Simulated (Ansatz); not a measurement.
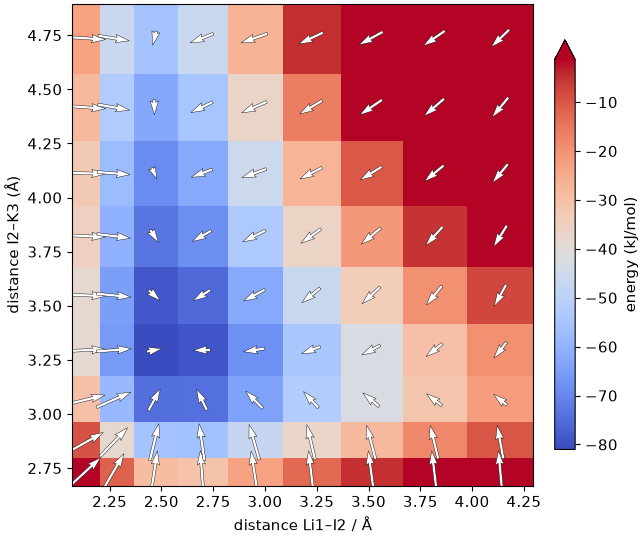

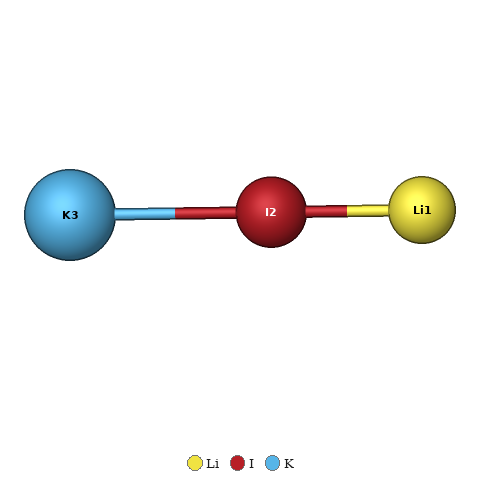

Energy landscape of the system Li + IK, spin multiplicity 2. First axis: distance Li1–I2. Second axis: distance I2–K3. Nothing is relaxed (the angle Li1–I2–K3 is fixed at 180 degrees). The grid has 9 × 9 points. Points are written as (first, second). All energies are given in kJ/mol relative to Li far from the relaxed IK (each part in its own basis). The D4 coefficients can switch as the alkali atoms part, which puts small steps into the map. These are results of UKS PBE-D4/def2-SVPD in Ansatz, not measurements.

In the figure: one coloured cell a grid point, arrows along the force (downhill), their lengths compressed, one colour for all values above the top of the scale. The second picture is the structure at the lowest point.

**Describe this landscape.**

The lowest grid point is at (2.466 Å, 3.295 Å), −81 kJ/mol from Li far from the relaxed IK (each part in its own basis). The highest grid point, (4.136 Å, 4.736 Å), lies 136 kJ/mol above the lowest.

The whole map (81 points run) took 10 min on 1 thread of Intel(R) Xeon(R) Platinum 8375C CPU @ 2.90GHz (Ice Lake), with other jobs on the host.
